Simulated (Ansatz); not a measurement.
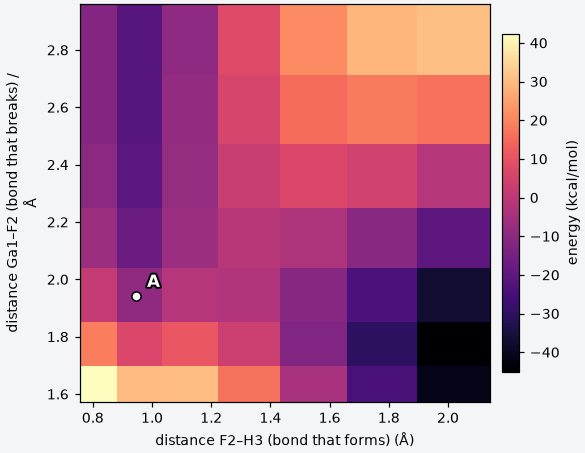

The reacting system FGaH2 (fragments FGaH₂ where the first distance is long, GaH + FH where the second is long). 
- First axis: distance F2–H3 (bond that forms). Second axis: distance Ga1–F2 (bond that breaks).
- Relaxed at each point: all other coordinates.
- The grid has 7 × 7 points.
- Points are written as (first, second).
- Energies: kcal/mol, counted from a guessed transition structure relaxed with its forming and breaking bonds held.
- Energies and slopes of some neighbouring points disagree (a jump in structure or state, or too coarse a mesh). The restricted reference is unstable at some or all points, so the energies there are unreliable.
- Theory: RHF-MP2, frozen core/def2-TZVP (Ansatz 0.2.0).

Drawn: one coloured cell a grid point, the point A.

### Is A at rest? If not, where is it pushed?

A, at (0.947 Å, 1.942 Å), is not a stationary point. The computed force is 13 kcal/mol for each Å towards smaller values of the first coordinate and 61 kcal/mol for each Å towards larger values of the second coordinate.
